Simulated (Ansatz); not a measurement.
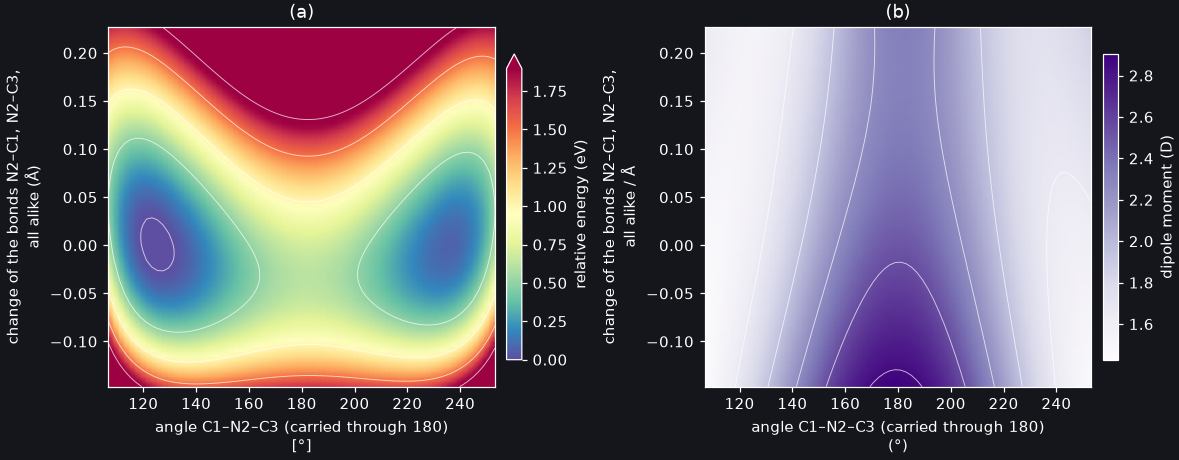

C2H3Cl2N, SMILES CN=C(Cl)Cl. Coordinates scanned: (1) angle C1–N2–C3 (carried through 180); (2) change of the bonds N2–C1, N2–C3, all alike. Nothing is relaxed (all other coordinates rigid). The scan uses a 13 × 13 grid. Points are written as (first, second). Energies: eV, counted from the lowest grid point. Computed with RKS PBE0-D4/def2-SVP (Ansatz 0.2.0).

Panel (a) is the energy and panel (b) the computed dipole moment on the same grid.

The picture shows a smooth colour map with a few white contour lines, one colour for all values above the top of the scale. Between grid points the surface is interpolated.

### How does the dipole moment vary over the map, and what is it at the lowest grid point?

Leaving out the highest fifth of the energies, it runs from 1.44 D at (106.8°, −0.085 Å) to 2.90 D at (180.0°, −0.147 Å). At the lowest grid point, (119.0°, 0.009 Å), it is 1.52 D.
